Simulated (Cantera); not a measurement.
A closed system holds: 1 mol CuF2, 0.3 mol O2, 1.1 mol H2, equilibrated at 15.0 Torr.

Method: chemical equilibrium by Gibbs-energy minimisation in Cantera with the NASA 1993 tables (ideal gas, pure condensed phases). Candidate condensed phases: Cu, CuF2, CuO, Cu(OH)2, Cu2O, H2O; 27 gas species. Each liquid is taken as pure. Mutual solubility and eutectic melting of coexisting phases are not modelled. Rates play no part.

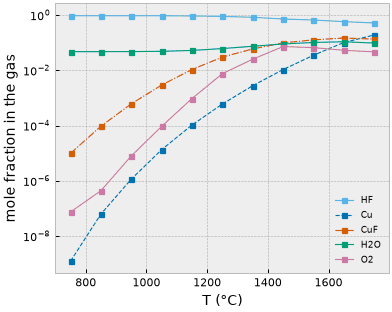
Figure. Equilibrium gas composition (values under 1e-9 drawn at 1e-9)

Question: Read off the mole fractions at 850 °C.

Answer: HF about 0.95, H2O about 0.048, CuF about 9.5e-5, O2 about 4.4e-7, Cu about 6.2e-8.
